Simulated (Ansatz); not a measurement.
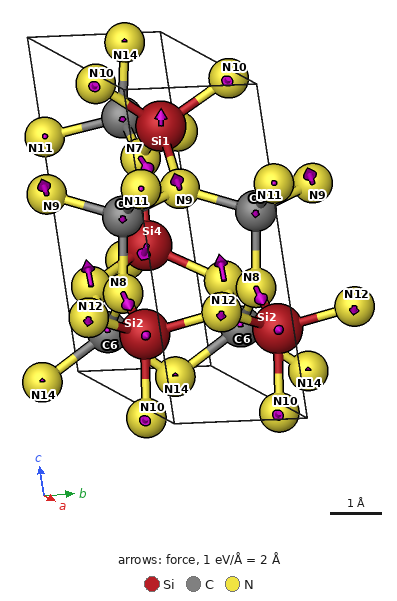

Starting geometry of solid Si3C3N8 (built on the beta-nitride host type) with the computed forces as purple arrows. A ball-and-stick model of the cell of the calculation, seen slightly off an axis.

Method: DFT, r2SCAN, plane waves, PAW in Ansatz. Set-up: plane-wave cutoff 500 eV; k-point mesh 4 × 8 × 4; occupations fermi dirac; smearing width 0.02 eV; no spin polarisation; cell and atoms relaxed; force threshold 0.005 eV/Å.

Q: Is this structure relaxed? If not, where do the atoms go?

A: It isn't relaxed: the largest force vector, on an N atom, is 0.39 eV/Å. The final displacements follow the starting forces only in part (cosine between the two patterns 0.49). The energy falls by 3.3 meV per atom in 7 accepted moves (8 points after the start). The largest force component goes from 0.37 to 0.0027 eV/Å. The pressure goes from −5.66 to 0.01 GPa. At 1 point the geometry stayed and the basis and grid were re-selected for the new cell (energy shift of 0.1 meV per atom at most each time). The largest move relative to the cell is that of an N atom, 0.030 Å along −a. Largest moves by element: N 0.030 Å, Si 0.010 Å, C 0.005 Å. Cell: a 7.072 → 7.045 Å (−0.4 %), b 2.730 → 2.711 Å (−0.7 %), c 7.176 → 7.119 Å (−0.8 %). Volume −1.8 %. Near-neighbour distances that change, for instance: N–Si 1.706 → 1.691 Å, C–N 1.655 → 1.640 Å, C–N 1.538 → 1.523 Å, N–Si 1.662 → 1.648 Å. The space group stays Pm (No. 6).
